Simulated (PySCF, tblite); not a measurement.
Bond stretch in H₄B₂, SMILES BB. The B1–B4 bond (B1 also carries H, H; B4 carries H, H) is varied alone, starting from the PBE0/def2-TZVP optimised geometry.

```
6

B      0.0000     0.0000     0.0000
H      0.0000    -1.0169    -0.6380
H      0.0000     1.0169    -0.6380
B      0.0000     0.0000     1.6277
H     -1.0169     0.0000     2.2657
H      1.0169     0.0000     2.2657
```

Methods: UKS-B3LYP/6-31G* = unrestricted B3LYP/6-31G*, spherical d (PySCF 2.14.0); UKS-B3LYP/6-311+G** = unrestricted B3LYP/6-311+G**, spherical d in PySCF 2.14.0; GFN2-xTB, 300 K electronic temperature (tblite).

Energies are in kJ/mol, each relative to the lowest point of its own curve near equilibrium.

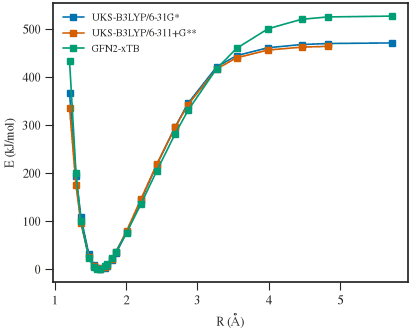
Figure: Energy against bond length for each method.

```csv
R / Å,UKS-B3LYP/6-31G*,UKS-B3LYP/6-311+G**,GFN2-xTB
1.21,366.3,336.1,433.2
1.30,193.5,174.7,200.6
1.37,107.7,95.3,99.7
1.48,31.5,26.1,22.6
1.55,8.9,6.5,4.2
1.59,2.6,1.5,0.3
1.63,0.0,0.0,0.0
1.70,2.8,4.3,5.6
1.73,6.3,8.2,9.9
1.80,18.6,21.3,22.8
1.86,32.5,35.7,36.3
2.01,76.2,79.7,76.0
2.21,142.8,145.7,135.3
2.43,216.3,217.8,204.0
2.69,296.1,295.3,281.8
2.87,345.2,342.6,330.5
3.27,420.9,416.6,417.3
3.55,444.4,440.0,459.6
3.99,460.9,456.0,500.3
4.46,467.5,462.1,520.0
4.83,469.6,463.8,525.0
5.73,470.9,—,526.7
```

At the longest distance, 5.73 Å, GFN2-xTB lies highest above its minimum (526.7 kJ/mol) and UKS-B3LYP/6-31G* lowest (470.9 kJ/mol).

A dash means that the run gave no value there, or that the column was ended at a point which the program doubted or which failed a test of continuity chosen for this set; such a test can also cut sound points.

The unrestricted determinant behind UKS-B3LYP/6-31G* is spin-contaminated at 3.27 to 5.73 Å (<S²> up to 1.0, against 0.00 for a pure singlet). The unrestricted solution behind UKS-B3LYP/6-311+G** changes between 4.83 and 5.73 Å, which can leave a kink. The unrestricted determinant behind UKS-B3LYP/6-311+G** is spin-contaminated at 3.27 to 4.83 Å (<S²> up to 1.0, against 0.00 for a pure singlet).
